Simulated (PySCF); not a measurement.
C3H8O2, SMILES C(O)COC at its GFN2-xTB optimised geometry (Å):

```
13

C      1.6999     0.3217    -1.3145
O      0.3045     0.2317    -1.2032
C     -0.1201    -0.3738     0.0000
C     -1.6483    -0.3738     0.0000
O     -2.1650     0.9296     0.0000
H      1.9066     0.7942    -2.2725
H      2.1650    -0.6713    -1.2881
H      2.1251     0.9299    -0.5062
H      0.2551     0.1973     0.8627
H      0.2595    -1.4040     0.0688
H     -2.0220    -0.8596     0.9036
H     -2.0005    -0.9292    -0.8807
H     -1.7345     1.4040    -0.7224
```

Level of theory: PySCF 2.14.0 with PBE0/def2-TZVP. Cells within 0.4 Å of a nucleus heavier than hydrogen are left out (blank, or x).

Map of the electron localisation function on the plane z = 0.0 Å:

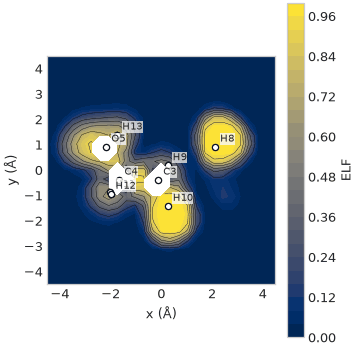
*Electron localisation function on the plane z = 0.0 Å.*
